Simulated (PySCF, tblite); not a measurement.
**C₄H₈F₃O₂+: a rotation path, then NMR shifts on frames, part 1 of 2**

How do NMR shifts of C₄H₈F₃O₂+ (`C[O+](C)COC(F)(F)F`) change as the atoms move?

Computed with tblite 0.8.0 and PySCF 2.14.0, with density-fitted response routines of our own, on a single molecule in the gas phase. Atoms are numbered from 0 throughout.

### 1 Starting geometry

17 atoms, charge 1, multiplicity 1; geometry from: GFN2-xTB.

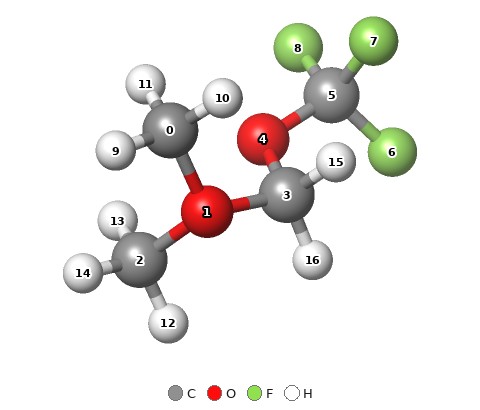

As it starts; carbon grey, oxygen red, fluorine green, hydrogen white, atoms numbered.

### 2 A band between two rotamers with GFN2-xTB

What the job is given:

```
{"job": {"kind": "neb", "xc": "GFN2-xTB", "basis": "xTB", "atoms": [1, 3, 4, 5], "turn": 120}, "charge": 1, "multiplicity": 1}
C     -1.326599     1.200532     0.410110
O     -1.033721    -0.223915     0.496917
C     -1.597214    -0.951898    -0.633231
C      0.361890    -0.490192     0.666455
O      1.033983    -0.039616    -0.489278
C      2.372739     0.153760    -0.371262
F      2.991591    -0.963738    -0.010380
F      2.639989     1.067649     0.561761
F      2.833188     0.562645    -1.523291
H     -2.410283     1.311979     0.414283
H     -0.916462     1.692645     1.291773
H     -0.904565     1.638333    -0.495424
H     -1.447708    -2.017435    -0.461544
H     -1.125497    -0.652555    -1.569833
H     -2.665643    -0.742055    -0.662106
H      0.703678     0.041316     1.566762
H      0.483636    -1.575425     0.798380
```

Level: GFN2-xTB climbing-image nudged elastic band, gas phase.

On the command line:

```console
$ OMP_NUM_THREADS=1 python probes_run.py task.json out
```

The driver reads the jobs from task.json and runs them one after another.

Output:

```text
image   E - E0 / eV
  0       0.0000
  1       0.0023
  2       0.0032
  3       0.0030
  4       0.0011
  5      -0.0036
  6      -0.0123
  7      -0.0237
  8      -0.0355
```

Wall time 2.4 s (1 thread of Intel Xeon Platinum 8488C, shared host); peak memory 0.19 GiB.

The final band, with the dihedral O1–C3–O4–C5:

```csv
image,dihedral (°),energy (eV),energy (kcal/mol)
0,162,0.000,0.0
1,170,0.002,0.1
2,180,0.003,0.1
3,189,0.003,0.1
4,199,0.001,0.0
5,209,-0.004,-0.1
6,219,-0.012,-0.3
7,229,-0.024,-0.5
8,239,-0.036,-0.8
```

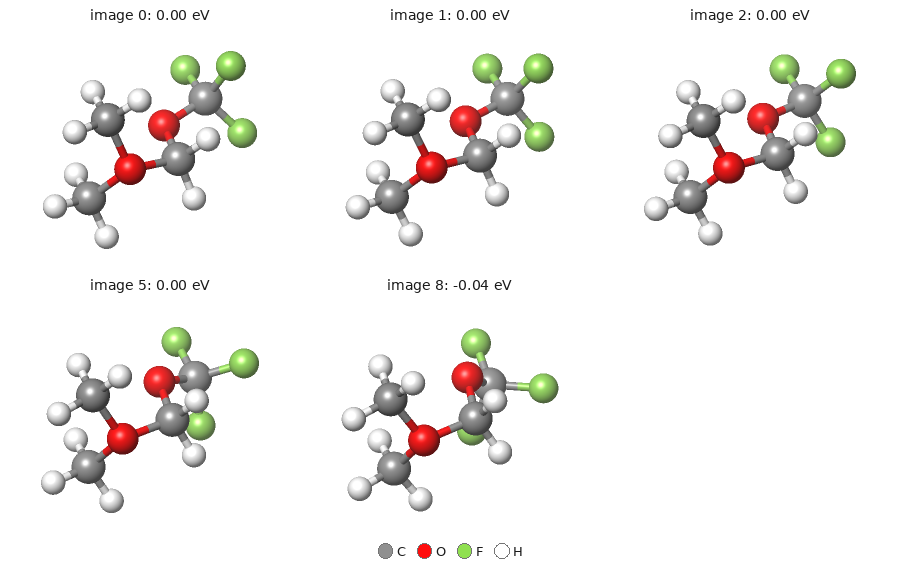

Images along the band.

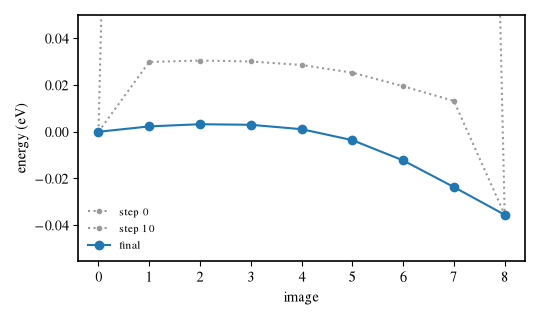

Energy along the band, early and final.

### 3 NMR shieldings: image 0, PBE0/pcSseg-1

What the job is given:

```
{"job": {"kind": "nmr", "xc": "PBE0", "basis": "pcSseg-1", "pop": false}, "charge": 1, "multiplicity": 1}
C     -1.326600     1.200500     0.410100
O     -1.033700    -0.223900     0.496900
C     -1.597200    -0.951900    -0.633200
C      0.361900    -0.490200     0.666500
O      1.034000    -0.039600    -0.489300
C      2.372700     0.153800    -0.371300
F      2.991600    -0.963700    -0.010400
F      2.640000     1.067600     0.561800
F      2.833200     0.562600    -1.523300
H     -2.410300     1.312000     0.414300
H     -0.916500     1.692600     1.291800
H     -0.904600     1.638300    -0.495400
H     -1.447700    -2.017400    -0.461500
H     -1.125500    -0.652600    -1.569800
H     -2.665600    -0.742100    -0.662100
H      0.703700     0.041300     1.566800
H      0.483600    -1.575400     0.798400
```

Level: GIAO PBE0/pcSseg-1 NMR shielding, non-relativistic, gas phase.

Output:

```text
coarse grid: 14736 points
cycle   1  E = -605.9409516640  dE =  1.847e+00  |g| = 1.048e+00  |ddm| = 3.371e+00
cycle   2  E = -605.8075951289  dE =  1.334e-01  |g| = 1.450e+00  |ddm| = 1.152e+00
cycle   3  E = -606.1293100919  dE = -3.217e-01  |g| = 6.879e-02  |ddm| = 6.411e-01
cycle   4  E = -606.1298536225  dE = -5.435e-04  |g| = 3.404e-02  |ddm| = 4.890e-02
cycle   5  E = -606.1300284680  dE = -1.748e-04  |g| = 1.032e-02  |ddm| = 2.007e-02
cycle   6  E = -606.1300447851  dE = -1.632e-05  |g| = 2.364e-03  |ddm| = 6.192e-03
cycle   7  E = -606.1300457976  dE = -1.013e-06  |g| = 5.626e-04  |ddm| = 1.753e-03
final grid: 145040 points
cycle   8  E = -606.2221453672  dE = -4.154e-05  |g| = 1.495e-02  |ddm| = 2.301e-02
cycle   9  E = -606.2221112785  dE =  3.409e-05  |g| = 2.089e-02  |ddm| = 1.589e-02
cycle  10  E = -606.2221836372  dE = -7.236e-05  |g| = 1.485e-03  |ddm| = 9.430e-03
cycle  11  E = -606.2221841117  dE = -4.744e-07  |g| = 2.229e-04  |ddm| = 1.042e-03
cycle  12  E = -606.2221841173  dE = -5.626e-09  |g| = 1.254e-04  |ddm| = 1.720e-04
cycle  13  E = -606.2221841197  dE = -2.455e-09  |g| = 2.735e-05  |ddm| = 7.264e-05
cycle  14  E = -606.2221841199  dE = -1.153e-10  |g| = 7.660e-06  |ddm| = 1.632e-05
converged SCF energy = -606.2221841199

GIAO shielding tensors (ppm)
atom      isotropic    diamagn.    paramagn.     s11        s22        s33       span
  0 C      109.696     250.501    -140.805     61.143     81.582    186.361    125.218
  1 O      282.837     398.718    -115.882    252.581    269.311    326.618     74.037
  2 C      109.536     249.963    -140.427     61.790     80.034    186.783    124.993
  3 C       81.244     248.014    -166.770     64.394     66.136    113.203     48.809
  4 O      207.705     405.696    -197.991    146.592    169.475    307.049    160.457
  5 C       58.692     238.370    -179.678     54.828     59.685     61.563      6.735
  6 F      240.920     469.875    -228.955    170.962    208.420    343.379    172.418
  7 F      250.428     471.776    -221.347    167.669    227.883    355.733    188.064
  8 F      246.670     467.436    -220.766    192.086    207.664    340.260    148.174
  9 H       26.897      28.399      -1.502     23.160     24.381     33.151      9.991
 10 H       27.107      29.396      -2.289     23.204     24.713     33.405     10.201
 11 H       26.596      31.074      -4.478     22.607     25.499     31.682      9.075
 12 H       27.022      28.755      -1.733     23.315     24.117     33.635     10.320
 13 H       26.523      30.619      -4.096     22.350     25.376     31.845      9.496
 14 H       26.948      28.152      -1.203     23.250     24.342     33.253     10.002
 15 H       25.731      30.844      -5.112     21.201     27.607     28.386      7.186
 16 H       25.725      30.276      -4.551     20.944     26.827     29.405      8.461
```

Run time: 33 s. Hardware: 1 thread of Intel Xeon Platinum 8488C, shared host; peak memory 0.85 GiB.

Shifts follow as δ = σ(reference) − σ, with reference shieldings (ppm) from runs at the same level and on the same kind of geometry: 1H TMS 31.72, 13C TMS 186.9, 19F CFCl3 170.9, 17O H2O 336.1. The references are single molecules in the gas phase, so shifts against H2O, NH3, PH3, H3PO4 or CFCl3 are not on the usual liquid scales and can be off by tens of ppm. Each atom is listed at this fixed geometry, with no averaging over motion; a spectrum would average atoms that exchange fast.

| atoms | environment | σ (ppm) | δ (ppm) |
| --- | --- | --- | --- |
| C5 | CF3 carbon | 58.7 | 128.2 |
| C3 | sp3 CH2 bonded to 2 O | 81.2 | 105.7 |
| C2 | methyl carbon bonded to O | 109.5 | 77.4 |
| C0 | methyl carbon bonded to O | 109.7 | 77.2 |
| H16 | hydrogen on an sp3 CH2 bonded to 2 O | 25.73 | 5.99 |
| H15 | hydrogen on an sp3 CH2 bonded to 2 O | 25.73 | 5.99 |
| H13 | hydrogen on a methyl carbon bonded to O | 26.52 | 5.19 |
| H11 | hydrogen on a methyl carbon bonded to O | 26.60 | 5.12 |
| H9 | hydrogen on a methyl carbon bonded to O | 26.90 | 4.82 |
| H14 | hydrogen on a methyl carbon bonded to O | 26.95 | 4.77 |
| H12 | hydrogen on a methyl carbon bonded to O | 27.02 | 4.69 |
| H10 | hydrogen on a methyl carbon bonded to O | 27.11 | 4.61 |
| O4 | ether oxygen | 207.7 | 128.4 |
| O1 | oxygen bonded to 3 C | 282.8 | 53.2 |
| F6 | fluorine of an OCF3 group | 240.9 | -70.0 |
| F8 | fluorine of an OCF3 group | 246.7 | -75.7 |
| F7 | fluorine of an OCF3 group | 250.4 | -79.5 |

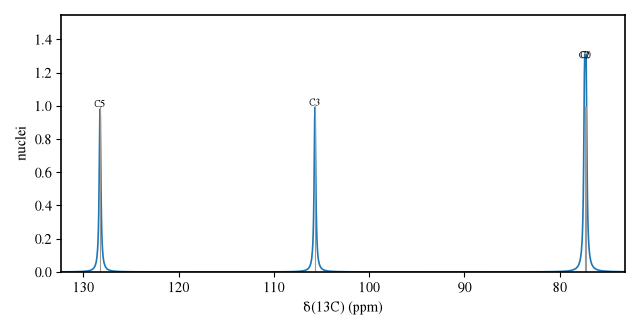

13C lines at the computed shifts, without couplings. Lines are broadened to a width of 0.20 ppm (Lorentzian).

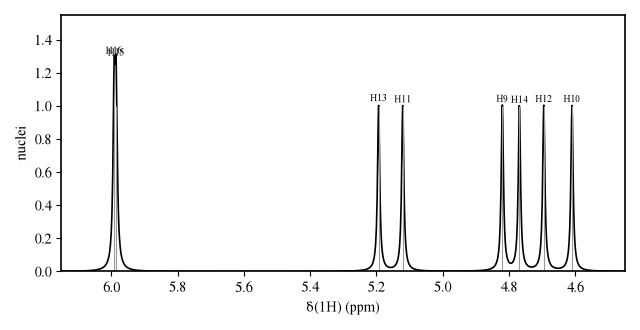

1H lines at the computed shifts, without couplings. Lines are broadened to a width of 0.01 ppm (Lorentzian).

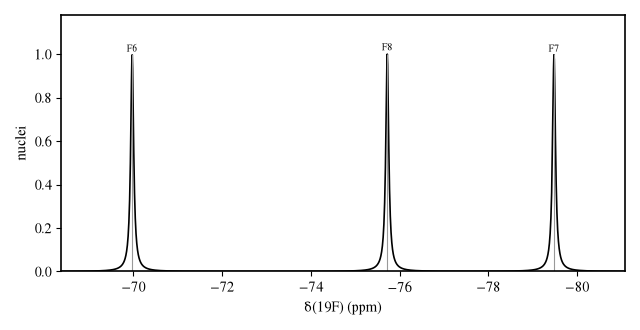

19F lines at the computed shifts, without couplings. Lines are broadened to a width of 0.08 ppm (Lorentzian).

Orbitals, density, ELF and potential are computed afterwards from the orbital file.

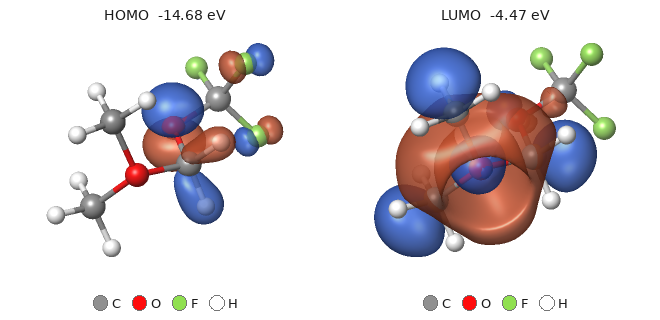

Frontier orbitals at PBE0/pcSseg-1; each surface holds 70 % of the orbital's density, blue and red mark the sign.

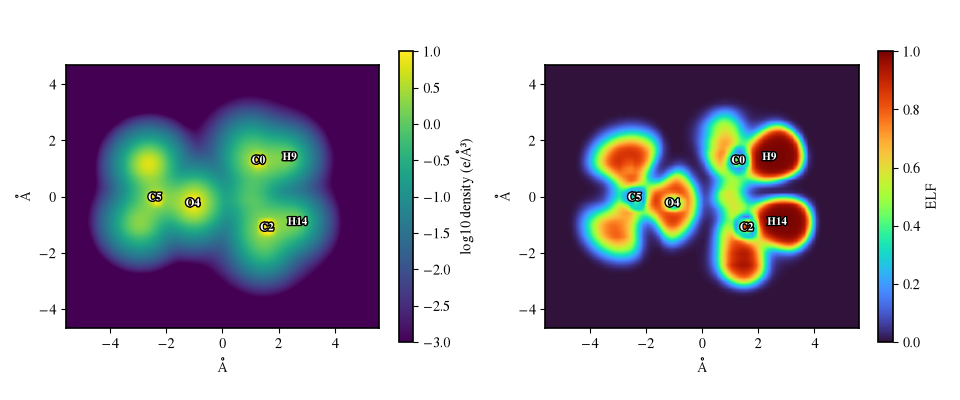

Density (left) and ELF (right) in a plane through or near 6 of the atoms.

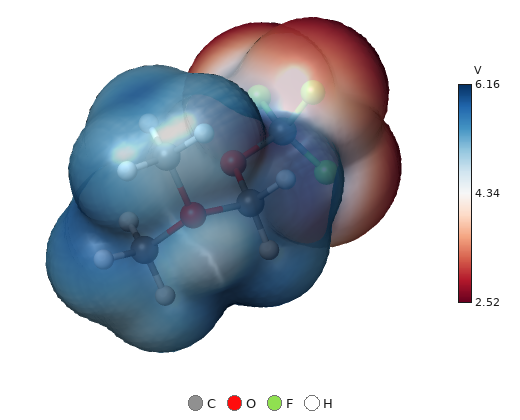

The potential that a unit positive charge feels on the 0.002 e/bohr³ surface, from 2.52 V near F8 to 6.16 V near H15.

### 4 Nuclear shieldings: image 1, PBE0/pcSseg-1

What the job is given:

```
{"job": {"kind": "nmr", "xc": "PBE0", "basis": "pcSseg-1", "pop": false}, "charge": 1, "multiplicity": 1}
C     -1.378100     1.205400     0.409200
O     -1.036700    -0.208000     0.500400
C     -1.563600    -0.955700    -0.634400
C      0.363100    -0.426700     0.686900
O      1.031100     0.048700    -0.462400
C      2.384600     0.115400    -0.382200
F      2.912200    -1.077300    -0.128600
F      2.763600     0.926600     0.603600
F      2.843200     0.565600    -1.519500
H     -2.464200     1.279600     0.405300
H     -0.991700     1.711700     1.293700
H     -0.963400     1.657300    -0.492800
H     -1.360500    -2.013500    -0.469400
H     -1.108500    -0.628200    -1.569400
H     -2.641400    -0.801200    -0.661300
H      0.679400     0.118900     1.588400
H      0.523800    -1.506500     0.822600
```

Method: GIAO PBE0/pcSseg-1 NMR shielding, non-relativistic, gas phase.

Output:

```text
coarse grid: 14736 points
cycle   1  E = -605.9402597579  dE =  1.849e+00  |g| = 1.048e+00  |ddm| = 3.370e+00
cycle   2  E = -605.8072312767  dE =  1.330e-01  |g| = 1.449e+00  |ddm| = 1.150e+00
cycle   3  E = -606.1286074838  dE = -3.214e-01  |g| = 6.866e-02  |ddm| = 6.400e-01
cycle   4  E = -606.1291496236  dE = -5.421e-04  |g| = 3.404e-02  |ddm| = 4.896e-02
cycle   5  E = -606.1293247169  dE = -1.751e-04  |g| = 1.031e-02  |ddm| = 2.016e-02
cycle   6  E = -606.1293409430  dE = -1.623e-05  |g| = 2.379e-03  |ddm| = 6.211e-03
cycle   7  E = -606.1293419673  dE = -1.024e-06  |g| = 5.715e-04  |ddm| = 1.761e-03
final grid: 145040 points
cycle   8  E = -606.2218479311  dE = -4.332e-05  |g| = 1.471e-02  |ddm| = 2.242e-02
cycle   9  E = -606.2218155252  dE =  3.241e-05  |g| = 2.049e-02  |ddm| = 1.556e-02
cycle  10  E = -606.2218851260  dE = -6.960e-05  |g| = 1.500e-03  |ddm| = 9.198e-03
cycle  11  E = -606.2218856086  dE = -4.827e-07  |g| = 2.257e-04  |ddm| = 1.052e-03
cycle  12  E = -606.2218856145  dE = -5.849e-09  |g| = 1.244e-04  |ddm| = 1.725e-04
cycle  13  E = -606.2218856169  dE = -2.424e-09  |g| = 2.672e-05  |ddm| = 7.177e-05
cycle  14  E = -606.2218856170  dE = -1.080e-10  |g| = 7.605e-06  |ddm| = 1.620e-05
converged SCF energy = -606.2218856170

GIAO shielding tensors (ppm)
atom      isotropic    diamagn.    paramagn.     s11        s22        s33       span
  0 C      109.366     250.257    -140.891     60.965     80.619    186.515    125.550
  1 O      283.861     398.708    -114.847    253.273    271.412    326.900     73.627
  2 C      109.383     250.045    -140.662     61.627     79.823    186.698    125.071
  3 C       80.983     247.979    -166.996     63.893     66.678    112.378     48.484
  4 O      208.982     405.987    -197.005    146.673    169.669    310.604    163.930
  5 C       58.884     238.216    -179.332     55.018     60.180     61.454      6.436
  6 F      243.358     470.220    -226.862    169.798    215.070    345.206    175.408
  7 F      249.014     471.215    -222.201    168.122    226.505    352.414    184.292
  8 F      246.207     467.463    -221.256    190.817    207.073    340.731    149.914
  9 H       26.893      28.286      -1.394     23.183     24.327     33.168      9.985
 10 H       27.076      29.239      -2.163     23.233     24.549     33.446     10.213
 11 H       26.574      30.896      -4.323     22.582     25.385     31.753      9.171
 12 H       27.032      28.904      -1.872     23.291     24.223     33.580     10.289
 13 H       26.523      30.701      -4.178     22.380     25.395     31.793      9.413
 14 H       26.918      28.161      -1.243     23.229     24.320     33.204      9.975
 15 H       25.726      30.759      -5.032     21.119     27.555     28.505      7.386
 16 H       25.726      30.450      -4.724     20.985     27.090     29.103      8.118
```

Run time: 26 s. Hardware: 1 thread of Intel Xeon Platinum 8488C, shared host; peak memory 0.91 GiB.

This run: δ C5 128.0, C3 105.9, C0 77.6, C2 77.5, H16 5.99, H15 5.99 ppm.

(Continued in part 2 of 2.)
